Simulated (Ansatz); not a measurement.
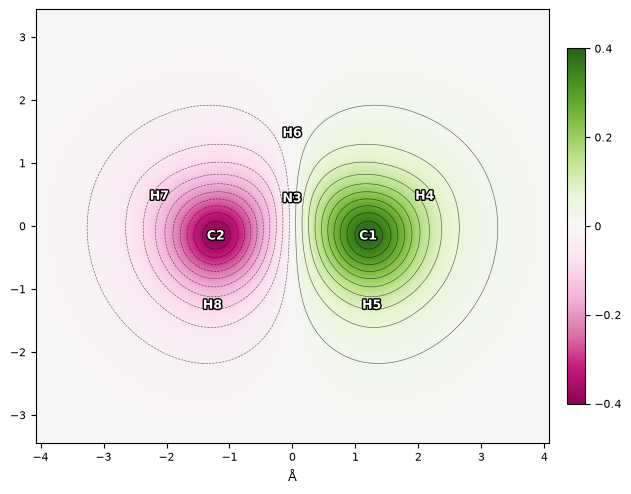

C2H5N (charge +1, doublet). The LUMO (β) on a plane 0.8 Å above the molecular plane (values in Å⁻³ᐟ²; the overall sign is arbitrary).

Geometry: BLYP-D3(BJ)/def2-SVP.

Level of theory: isolated molecule in a Gaussian basis; Kohn-Sham density functional theory, functional PBE0 in Ansatz.

The calculation's input:

```
basis:
  gaussian:
    orbitals: def2-TZVPD
crystal:
  periodic: [false, false, false]
  atoms:
    - {symbol: C, position_ang: [-1.164020, 0.187096, 0.022784]}
    - {symbol: C, position_ang: [-0.651267, -2.006527, -0.856876]}
    - {symbol: "N", position_ang: [-0.394408, -0.910562, -0.115770]}
    - {symbol: H, position_ang: [-0.808130, 1.000188, 0.669725]}
    - {symbol: H, position_ang: [-2.123159, 0.238253, -0.513444]}
    - {symbol: H, position_ang: [0.498488, -0.912025, 0.408329]}
    - {symbol: H, position_ang: [0.085127, -2.821386, -0.862736]}
    - {symbol: H, position_ang: [-1.587197, -2.054604, -1.432922]}
total_charge: 1
magnetization:
  spin_polarized: true
  initial_magnetization: 1
hamiltonian:
  xc: pbe0
output: {forces: true, orbitals: {seedname: orbitals}}
```

Launched as:

```sh
ansatz run input.yaml --threads 1 --pin off --max-ram 2610MiB --events-out events.jsonl --progress --plain --runs-dir runs
```

Where does this orbital lie, and at what energy?

Its weight (Hirshfeld) is mainly on C1 (about 40 %), C2 (about 40 %) and N3 (about 10 %); it changes sign across the molecular plane (π type). Its energy is −8.81 eV.
